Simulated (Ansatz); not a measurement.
# Calculations on AlPNH7

## 1. Relaxation

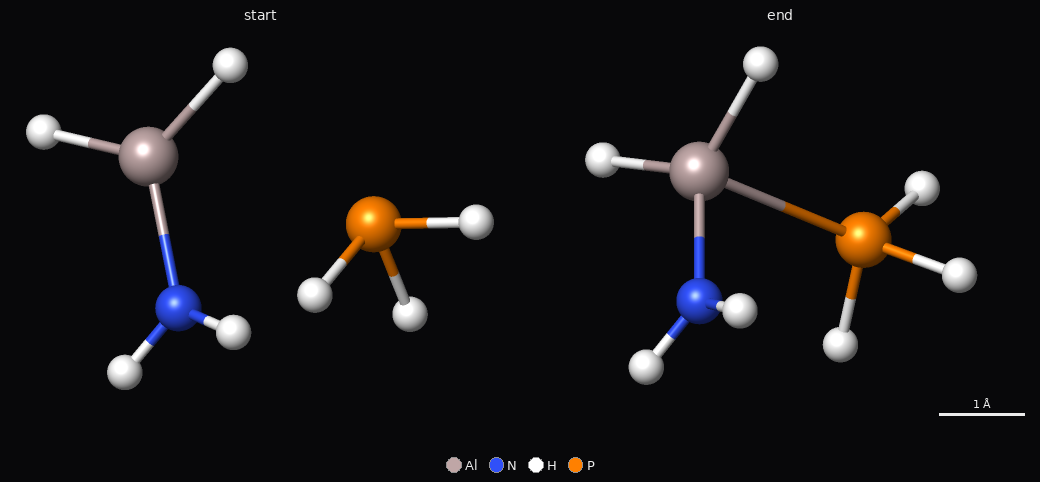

The structure of AlPNH7 before (left) and after (right) a relaxation, at one scale.

Style: ball-and-stick. Shown from a free direction.

The run prepares an end point of a later path (reaction) calculation, from a guessed geometry.

Theory: RKS r2SCAN-D4/6-31G* in Ansatz.

The input:
```yaml
crystal:
  periodic: [false, false, false]
  atoms:
    - { symbol: Al, position_ang: [0.161974, -0.36466, 0.106826] }
    - { symbol: "N", position_ang: [0.046741, -0.41921, 1.971739] }
    - { symbol: H, position_ang: [-0.81712, -0.592747, 2.471638] }
    - { symbol: H, position_ang: [0.844046, -0.592446, 2.572977] }
    - { symbol: H, position_ang: [1.6154, -0.36204, -0.527357] }
    - { symbol: H, position_ang: [-1.215384, -0.340978, -0.682827] }
    - { symbol: P, position_ang: [-0.522741, 2.936063, 0.964695] }
    - { symbol: H, position_ang: [-1.911631, 3.062461, 1.255348] }
    - { symbol: H, position_ang: [-0.124415, 3.909374, 1.928735] }
    - { symbol: H, position_ang: [-0.325769, 1.812283, 1.818526] }
basis:
  gaussian: { orbitals: "6-31G*" }
hamiltonian:
  xc: r2scan
  dispersion: d4
relax:
  f_tol: 0.03
  max_steps: 50
```

Command:
```bash
ansatz run input.yaml --threads 1 --pin off --max-ram 2048MiB --backend cpu --events-out ev --progress --plain --runs-dir out
```

### Describe what moved and what it gained.

H9 moves most after the best rigid fit: 1.49 Å. By element the largest moves are H 1.49 Å, P 0.53 Å, Al 0.46 Å, N 0.34 Å. Some distances before and after: Al1–P7 3.478 → 2.594 Å, Al1–N2 1.869 → 1.808 Å, Al1–H5 1.586 → 1.601 Å, P7–H8 1.425 → 1.412 Å. New bonds form, among them: Al1–P7 (3.48 → 2.59 Å). Bond angles that change, for instance: H5–Al1–H6 126.6° → 122.6°, H8–P7–H9 94.2° → 97.4°, H8–P7–H10 94.7° → 97.1°. After 24 geometry steps the energy has fallen by 12.5 kcal/mol. Largest force component: 1.5 eV/Å at the start, 0.025 eV/Å at the end. The forces were under the threshold at step 14, but the run went on from there. The run took 86 s on 1 thread of Intel(R) Xeon(R) CPU @ 2.60GHz (Ice Lake), with other jobs on the host, peak memory 0.16 GiB.

Limits of the set-up: the start holds two separate molecules, 2.3 Å apart at their closest, whose relative position is a soft coordinate.

## 2. Relaxation

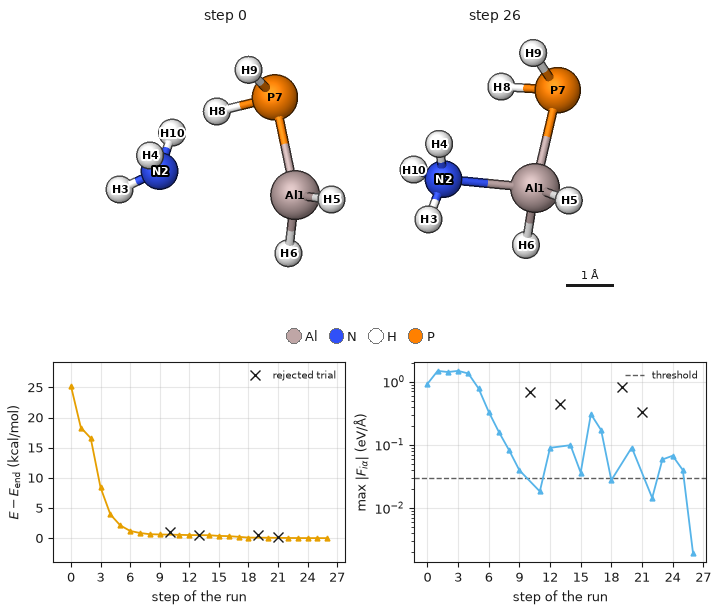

First and last geometry of a relaxation of AlPNH$_{7}$, with the history of the run. Style: ball-and-stick. Shown at a tilt.

The run prepares an end point of a later path (reaction) calculation, from a guessed geometry.

Level of theory: RKS r2SCAN-D4/6-31G* in Ansatz 0.2.0.

Input
```yaml
crystal:
  periodic: [false, false, false]
  atoms:
    - { symbol: Al, position_ang: [-0.058196, 0.591016, -0.477317] }
    - { symbol: "N", position_ang: [-0.171936, 0.058805, 2.572033] }
    - { symbol: H, position_ang: [-0.940409, -0.354912, 3.094417] }
    - { symbol: H, position_ang: [0.67153, -0.018061, 3.135128] }
    - { symbol: H, position_ang: [1.447603, 0.189802, -0.805554] }
    - { symbol: H, position_ang: [-1.303048, -0.221902, -1.048668] }
    - { symbol: P, position_ang: [-0.462072, 2.691255, 0.365626] }
    - { symbol: H, position_ang: [-1.567384, 2.35756, 1.198712] }
    - { symbol: H, position_ang: [0.510328, 2.685902, 1.405512] }
    - { symbol: H, position_ang: [-0.375316, 1.068634, 2.440411] }
basis:
  gaussian: { orbitals: "6-31G*" }
hamiltonian:
  xc: r2scan
  dispersion: d4
relax:
  f_tol: 0.03
  max_steps: 50
```

Launched with:
```bash
ansatz run input.yaml --threads 1 --pin off --max-ram 2048MiB --backend cpu --events-out ev --progress --plain --runs-dir out
```

### What do the curves and the structures tell?

It converged. H3 moves most after the best rigid fit: 1.27 Å. Largest moves by element: H 1.27 Å, Al 0.66 Å, N 0.39 Å, P 0.33 Å. Near-neighbour distances that change, for instance: Al1–N2 3.098 → 2.074 Å, Al1–P7 2.299 → 2.368 Å, N2–H10 1.038 → 1.021 Å, Al1–H5 1.593 → 1.605 Å. New bonds form, among them: Al1–N2 (3.10 → 2.07 Å). Among the angles between lasting bonds that change: H5–Al1–H6 122.4° → 119.4°, H5–Al1–P7 118.2° → 115.2°, H8–P7–H9 95.9° → 93.5°. Over 22 accepted moves (26 points after the start) the energy falls by 25.2 kcal/mol. Largest force component: 0.92 eV/Å at the start, 0.0019 eV/Å at the end. The line search rejected the trial steps at points 10, 13, 19, 21 of the run. The forces were under the threshold at step 11, but the run went on from there.

```tsv
step	E − E(0), kcal/mol	largest force component, eV/Å	note
0	0.00	0.9235	
1	-6.87	1.4793	
2	-8.62	1.4170	
3	-16.81	1.4793	
4	-21.29	1.3448	
5	-23.10	0.7812	
6	-24.01	0.3312	
7	-24.36	0.1586	
8	-24.56	0.0817	
9	-24.60	0.0395	
10	-24.21	0.6861	rejected
11	-24.67	0.0183	
12	-24.70	0.0896	
13	-24.62	0.4485	rejected
14	-24.73	0.0986	
15	-24.84	0.0364	
16	-24.88	0.3057	
17	-24.99	0.1710	
18	-25.12	0.0276	
19	-24.66	0.8129	rejected
20	-25.15	0.0906	
21	-25.09	0.3256	rejected
22	-25.19	0.0144	
23	-25.20	0.0586	
24	-25.21	0.0671	
25	-25.21	0.0398	
26	-25.21	0.0019
```

## 3. Path

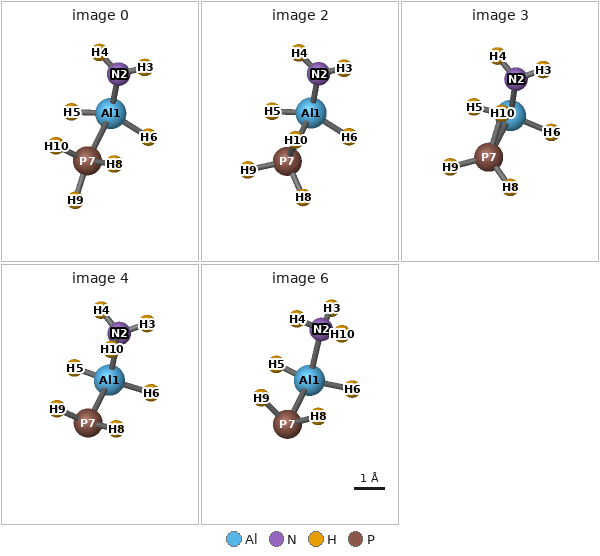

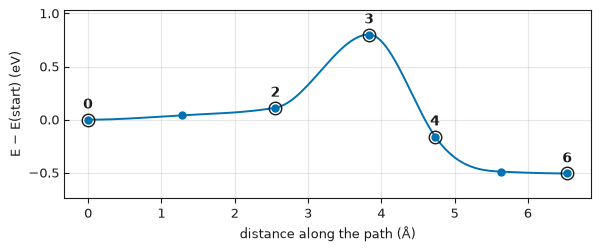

NEB run on AlPNH₇. Images are numbered from 0 (start) to 6 (end). The picture is a ball-and-stick view, seen from a free direction.

Computed with RKS r2SCAN-D4/6-31G* in Ansatz 0.2.0. Set-up: 5 movable images; climbing image; force threshold 0.05 eV/Å; iteration limit 58; starting path through a guess of the saddle point.

> Read off the barrier and say what moves.

The highest point, image 3, lies 0.80 eV above the start and 1.31 eV above the end; the end is at −0.51 eV relative to the start. A hydrogen atom shifts from one atom to another. Breaking: P7–H10 (1.41 → 1.62 at the top → 3.63 Å). Forming: N2–H10 (3.57 → 1.54 at the top → 1.02 Å). The band converged in 20 iterations. The largest component of the band force went from 64 to 0.038 eV/Å. The climbing image converged on the top of the path. Its vibrational analysis gives one imaginary mode (1038i cm⁻¹), as a transition state must have.
